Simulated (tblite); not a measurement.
C₃H₂Se: molecular dynamics (part 1 of 2)

C₃H₂Se, SMILES C#CC=[Se], computed with GFN2-xTB Langevin dynamics, gas phase (tblite 0.8.0).

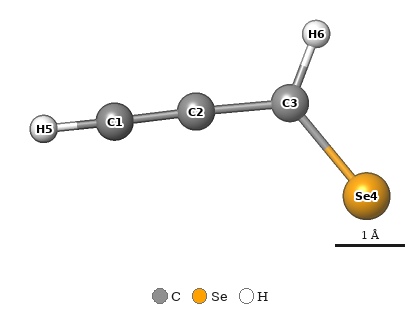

*The structure as given in the input (ball-and-stick view, seen on its broad side; atoms are numbered from 1 in the order of the input).*

The input
```
{"job": {"kind": "md", "xc": "GFN2-xTB", "basis": "xTB", "temperature": 300, "steps": 2000, "every": 50}, "charge": 0, "multiplicity": 1}
C      1.530467    -0.212033     0.280236
C      0.366345     0.033347     0.076291
C     -0.978518     0.269657    -0.166942
Se    -2.171655    -0.995631    -0.492817
H      2.547040    -0.404070     0.459366
H     -1.290556     1.310720    -0.151411
```

The first line tells a small driver script what to run in tblite; the rest is the geometry in Å.

Run as:
```bash
OMP_NUM_THREADS=1 python <driver script> task.json out
```

The program's output
```
t/fs     T/K      E/eV
    0.0   138.7   -285.92664
   25.0   137.0   -285.82903
   50.0   189.4   -285.79291
   75.0   264.1   -285.79375
  100.0   219.6   -285.81773
  125.0   410.8   -285.86725
  150.0   355.8   -285.82074
  175.0   164.2   -285.76265
  200.0   244.1   -285.77512
  225.0   208.6   -285.73525
  250.0   262.9   -285.76795
  275.0   181.1   -285.74767
  300.0   212.7   -285.84694
  325.0   283.8   -285.84011
  350.0   279.8   -285.78807
  375.0   342.6   -285.76543
  400.0   168.0   -285.74649
  425.0   210.1   -285.77994
  450.0   157.7   -285.75568
  475.0   141.5   -285.78085
  500.0   138.2   -285.71495
  525.0   295.3   -285.80483
  550.0   236.4   -285.80732
  575.0   331.5   -285.81321
  600.0   360.9   -285.85149
  625.0   303.2   -285.76449
  650.0   262.2   -285.71078
  675.0   310.9   -285.68442
  700.0   336.3   -285.75339
  725.0   354.4   -285.74076
  750.0   250.7   -285.63694
  775.0   381.0   -285.68052
  800.0   563.3   -285.66168
  825.0   509.7   -285.59599
  850.0   417.5   -285.49840
  875.0   306.9   -285.53020
  900.0   440.7   -285.66646
  925.0   398.7   -285.66033
  950.0   417.5   -285.72650
  975.0   371.1   -285.59215
 1000.0   250.6   -285.57630
```

Trajectory as extended XYZ (Å, eV, eV/Å), 41 frames, from step=0 to step=40
```
6
Properties=species:S:1:pos:R:3:forces:R:3 step=0 time_fs=0.0 energy=-285.92664 temperature=138.7
C     1.5305   -0.2120    0.2802    0.0049   0.0021   0.0006
C     0.3663    0.0333    0.0763   -0.0064   0.0008  -0.0064
C    -0.9785    0.2697   -0.1669    0.0041   0.0010   0.0009
Se   -2.1717   -0.9956   -0.4928    0.0002   0.0001   0.0011
H     2.5470   -0.4041    0.4594   -0.0064  -0.0001   0.0016
H    -1.2906    1.3107   -0.1514    0.0037  -0.0038   0.0021
6
Properties=species:S:1:pos:R:3:forces:R:3 step=1 time_fs=25.0 energy=-285.82903 temperature=137.0
C     1.4930   -0.2592    0.2765    1.7008  -0.7262   0.1230
C     0.3538    0.0038    0.0453   -1.8309   0.2691  -0.2034
C    -0.9920    0.2738   -0.2080    0.7669  -1.5046  -0.0409
Se   -2.1940   -0.9913   -0.5036   -0.0301   0.0239   0.1024
H     2.4717   -0.6445    0.3481   -0.0476   0.2774   0.1422
H    -1.2209    1.2746   -0.3632   -0.5592   1.6603  -0.1233
6
Properties=species:S:1:pos:R:3:forces:R:3 step=2 time_fs=50.0 energy=-285.79291 temperature=189.4
C     1.5112   -0.4372    0.1864   -1.0610   0.8774   0.4458
C     0.3556   -0.0371    0.0617    2.8188  -0.9228   0.0331
C    -0.9137    0.2391   -0.3076   -1.5998  -0.2714   0.0653
Se   -2.2287   -0.9558   -0.5128    0.2228   0.0625  -0.0745
H     2.5059   -0.4927    0.5591   -0.3835  -0.2279  -0.3284
H    -1.2015    1.2727   -0.3276    0.0027   0.4822  -0.1413
6
Properties=species:S:1:pos:R:3:forces:R:3 step=3 time_fs=75.0 energy=-285.79375 temperature=264.1
C     1.4400   -0.5070    0.2839    1.4153  -0.6855  -0.1627
C     0.3201   -0.2113   -0.0102   -0.9893   0.9076   0.0064
C    -0.9681    0.2312   -0.2050   -0.6734   0.8920  -0.3630
Se   -2.2569   -0.9327   -0.4987   -0.4576  -0.2263  -0.0295
H     2.3894   -0.9503    0.2370    0.1700   0.0771   0.3165
H    -1.2170    1.3238   -0.2975    0.5349  -0.9650   0.2323
6
Properties=species:S:1:pos:R:3:forces:R:3 step=4 time_fs=100.0 energy=-285.81773 temperature=219.6
C     1.3920   -0.6104    0.3158    0.8395  -0.0771   0.3539
C     0.2812   -0.2568    0.0308   -0.5415   0.9648   0.0184
C    -1.0017    0.2242   -0.1847   -0.4862   0.3563   0.0337
Se   -2.3104   -0.9418   -0.4736   -0.1509   0.2551  -0.0578
H     2.3643   -0.8271    0.6543   -0.0698  -0.2172  -0.1941
H    -1.2158    1.3329   -0.0934    0.4090  -1.2819  -0.1541
6
Properties=species:S:1:pos:R:3:forces:R:3 step=5 time_fs=125.0 energy=-285.86725 temperature=410.8
C     1.4138   -0.7039    0.3461   -0.5157   0.3216  -0.3427
C     0.3321   -0.2146    0.0897    0.0131  -0.5907   0.1905
C    -1.0050    0.1136   -0.1200    0.0280  -0.7054  -0.1344
Se   -2.3526   -0.9952   -0.4980    0.4356  -0.0099   0.0892
H     2.4003   -1.0463    0.4600   -0.0019   0.0672   0.0944
H    -1.2798    1.1368   -0.0698    0.0409   0.9173   0.1031
6
Properties=species:S:1:pos:R:3:forces:R:3 step=6 time_fs=150.0 energy=-285.82074 temperature=355.8
C     1.4111   -0.7127    0.3783   -0.2898   0.3711  -0.2109
C     0.2704   -0.3074    0.2712    0.6689  -0.2060  -0.3324
C    -1.0094    0.0626   -0.1035   -0.2050  -1.3011   0.2374
Se   -2.3466   -1.0481   -0.4781    0.1115  -0.1518   0.0515
H     2.4504   -0.9125    0.3666   -0.3347  -0.0848   0.2628
H    -1.2386    1.0790   -0.2157    0.0490   1.3726  -0.0084
6
Properties=species:S:1:pos:R:3:forces:R:3 step=7 time_fs=175.0 energy=-285.76265 temperature=164.2
C     1.3785   -0.6274    0.4212    1.1001  -0.4280   0.4386
C     0.2043   -0.4291    0.3622   -0.9794   0.9071  -0.4151
C    -1.0113    0.0402   -0.0697   -0.7310   0.3642  -0.2683
Se   -2.3151   -1.0817   -0.4376   -0.5159  -0.1736  -0.0912
H     2.2875   -1.0089    0.7159    0.9508  -0.2625   0.1176
H    -1.1465    1.1163   -0.2586    0.1754  -0.4071   0.2185
6
Properties=species:S:1:pos:R:3:forces:R:3 step=8 time_fs=200.0 energy=-285.77512 temperature=244.1
C     1.3711   -0.7758    0.6039    0.9404   0.0922  -0.1861
C     0.2758   -0.3382    0.3351    0.7145  -0.4606   0.1257
C    -1.0152    0.0099    0.0514   -0.8949   2.2271   0.4588
Se   -2.3226   -1.0722   -0.4191   -0.0347   0.0023  -0.0678
H     2.4221   -0.9811    0.7064   -0.9119   0.0458   0.0823
H    -1.2186    1.1576    0.2238    0.1865  -1.9067  -0.4129
6
Properties=species:S:1:pos:R:3:forces:R:3 step=9 time_fs=225.0 energy=-285.73525 temperature=208.6
C     1.4015   -0.8440    0.5918   -0.9102   0.7453  -0.0905
C     0.3667   -0.2855    0.2767   -0.5789  -0.8500   0.4889
C    -1.0175   -0.0051    0.2102    0.8082  -0.2391  -0.4002
Se   -2.2993   -1.0681   -0.4307    0.5276   0.4046   0.2281
H     2.2968   -1.1019    1.0576    0.4842  -0.1712  -0.1914
H    -1.2376    0.9562    0.6559   -0.3308   0.1104  -0.0349
6
Properties=species:S:1:pos:R:3:forces:R:3 step=10 time_fs=250.0 energy=-285.76795 temperature=262.9
C     1.4580   -0.7923    0.6158    2.1196  -0.7632  -0.4576
C     0.3587   -0.4232    0.3280   -1.3050   0.2636  -0.1288
C    -0.9741   -0.0339    0.1967    1.3755  -0.2908   0.3465
Se   -2.2255   -1.0456   -0.4173   -1.0901  -0.7930  -0.5751
H     2.4616   -1.1523    0.4965   -0.6418   0.2969   0.4800
H    -1.1523    0.9330    0.5661   -0.4581   1.2865   0.3349
6
Properties=species:S:1:pos:R:3:forces:R:3 step=11 time_fs=275.0 energy=-285.74767 temperature=181.1
C     1.5584   -0.7964    0.5096   -1.9630   0.1924   0.3069
C     0.3604   -0.5622    0.4924    1.1081   0.7456  -0.0826
C    -0.8990    0.0056    0.2746    0.4511  -1.1176  -0.3851
Se   -2.1405   -1.0801   -0.4044   -0.1671   0.5117   0.1719
H     2.4608   -1.2003    0.7973    0.8849  -0.3131  -0.0400
H    -0.9822    1.0686    0.4534   -0.3139  -0.0189   0.0289
6
Properties=species:S:1:pos:R:3:forces:R:3 step=12 time_fs=300.0 energy=-285.84694 temperature=212.7
C     1.6169   -0.8721    0.5091    0.0644   0.2397  -0.1957
C     0.4778   -0.4545    0.5420    0.4058  -0.3081  -0.4697
C    -0.8468   -0.1054    0.3250   -0.2194   0.9560   0.8424
Se   -2.0954   -1.0983   -0.4093   -0.1361  -0.3324  -0.2326
H     2.6530   -1.0978    0.4033   -0.5472   0.0371   0.3014
H    -1.1706    0.8933    0.7033    0.4324  -0.5923  -0.2459
6
Properties=species:S:1:pos:R:3:forces:R:3 step=13 time_fs=325.0 energy=-285.84011 temperature=283.8
C     1.6502   -0.8762    0.4868    0.5960  -0.3208   0.1836
C     0.5203   -0.4722    0.5199   -1.4665   0.0965   0.2533
C    -0.8537   -0.2104    0.5486   -0.1827   0.3229  -0.8546
Se   -2.0620   -1.1423   -0.4081    0.5379   0.2459   0.4975
H     2.6229   -1.2524    0.5823    0.1802   0.1188  -0.1528
H    -1.2128    0.7243    1.0031    0.3351  -0.4633   0.0729
6
Properties=species:S:1:pos:R:3:forces:R:3 step=14 time_fs=350.0 energy=-285.78807 temperature=279.8
C     1.6295   -0.8594    0.4933    0.5458   0.4735  -0.2532
C     0.4585   -0.5733    0.5219   -0.0949   0.3499   0.1727
C    -0.9076   -0.3156    0.6185    0.7214  -1.1310  -0.0654
Se   -2.0167   -1.1998   -0.4287   -0.4658   0.1657  -0.1536
H     2.6809   -0.8323    0.3755   -0.2705  -0.3632   0.1101
H    -1.1866    0.2070    1.5083   -0.4361   0.5051   0.1894
6
Properties=species:S:1:pos:R:3:forces:R:3 step=15 time_fs=375.0 energy=-285.76543 temperature=342.6
C     1.6631   -0.6985    0.4270   -0.4518  -0.4474   0.1235
C     0.4569   -0.5882    0.5560    1.4126  -0.6777  -0.0948
C    -0.9222   -0.5861    0.6923    0.9141   1.3048   0.0018
Se   -2.0224   -1.2544   -0.4684   -0.7926  -0.6706  -0.6091
H     2.6938   -0.9749    0.3486   -0.6172   0.5038   0.0137
H    -1.2403    0.1557    1.4035   -0.4652  -0.0129   0.5649
6
Properties=species:S:1:pos:R:3:forces:R:3 step=16 time_fs=400.0 energy=-285.74649 temperature=168.0
C     1.7240   -0.5702    0.3540    1.4054   0.6012   0.0525
C     0.5521   -0.6556    0.6213   -1.0868   0.3324  -0.4881
C    -0.8470   -0.6585    0.7094   -0.0161  -1.1523   0.8619
Se   -2.0198   -1.2996   -0.4974    0.6757   0.5358   0.4976
H     2.7745   -0.3131    0.2911   -1.0206  -0.5426   0.0174
H    -1.1880   -0.5377    1.7697    0.0423   0.2255  -0.9413
6
Properties=species:S:1:pos:R:3:forces:R:3 step=17 time_fs=425.0 energy=-285.77994 temperature=210.1
C     1.7324   -0.4334    0.3224   -2.1014  -0.6532   0.2636
C     0.5450   -0.6598    0.4824    0.8301  -0.1490  -0.0347
C    -0.8230   -0.8726    0.7332    1.2221   1.2243  -0.2214
Se   -1.9758   -1.3272   -0.5002   -0.4100  -0.3800  -0.2314
H     2.7452   -0.4480    0.1436    0.8679   0.2692  -0.1451
H    -1.1083   -0.3979    1.6604   -0.4088  -0.3113   0.3689
6
Properties=species:S:1:pos:R:3:forces:R:3 step=18 time_fs=450.0 energy=-285.75568 temperature=157.7
C     1.7091   -0.4509    0.2951    1.6829   0.4719  -0.6907
C     0.5304   -0.6337    0.4308   -0.9821   0.3057   0.5021
C    -0.8261   -0.8181    0.7474    1.2277  -0.9283  -0.5284
Se   -1.9559   -1.3567   -0.4881   -0.5244   0.1486  -0.2479
H     2.7311   -0.2450   -0.0088   -1.0834  -0.3421   0.4419
H    -1.0118   -1.0175    1.7829   -0.3207   0.3443   0.5231
6
Properties=species:S:1:pos:R:3:forces:R:3 step=19 time_fs=475.0 energy=-285.78085 temperature=141.5
C     1.7243   -0.4486    0.2578   -0.6294  -0.1878   0.0796
C     0.5523   -0.6334    0.4445   -0.8743  -0.7942   0.1657
C    -0.7856   -0.9717    0.7112    0.6046   1.5470   0.0413
Se   -1.9962   -1.3556   -0.5017   -0.1671  -0.3755  -0.1857
H     2.7220   -0.3140    0.0891    1.1937   0.3124  -0.2153
H    -1.0971   -0.5682    1.6765   -0.1275  -0.5019   0.1144
6
Properties=species:S:1:pos:R:3:forces:R:3 step=20 time_fs=500.0 energy=-285.71495 temperature=138.2
C     1.7147   -0.4595    0.2575    0.9739   0.0307  -0.2450
C     0.5689   -0.7458    0.5170    0.3445   0.7569  -0.7813
C    -0.7859   -0.9071    0.6866   -0.3736  -1.5880   0.2730
Se   -2.0178   -1.3666   -0.5415    0.5195   0.5208   0.3674
H     2.7614   -0.3102    0.0430   -0.9442  -0.1492   0.3090
H    -0.9702   -1.2210    1.7155   -0.5200   0.4287   0.0769
6
Properties=species:S:1:pos:R:3:forces:R:3 step=21 time_fs=525.0 energy=-285.80483 temperature=295.3
C     1.7212   -0.4810    0.2474    0.0175   0.0386   0.0083
C     0.5521   -0.7115    0.4313    1.4856  -0.0031  -0.2567
C    -0.7311   -1.0371    0.6481   -2.5294   0.5248   0.9411
Se   -1.9820   -1.3777   -0.5748    0.2237  -0.1871   0.0329
H     2.7179   -0.2183    0.1227    0.4483   0.1064  -0.1046
H    -1.1110   -0.7844    1.6719    0.3544  -0.4795  -0.6209
6
Properties=species:S:1:pos:R:3:forces:R:3 step=22 time_fs=550.0 energy=-285.80732 temperature=236.4
C     1.7172   -0.4418    0.3021    0.6705   0.1263  -0.4676
C     0.5412   -0.6982    0.3483   -0.7451   0.2550   0.8424
C    -0.8003   -0.9059    0.6659   -0.1099  -1.0047  -0.5821
Se   -1.9534   -1.4358   -0.5968    0.0756   0.2867   0.1940
H     2.7211   -0.2598    0.0214   -0.2241  -0.0766   0.1720
H    -1.1240   -1.0424    1.7004    0.3330   0.4132  -0.1586
```
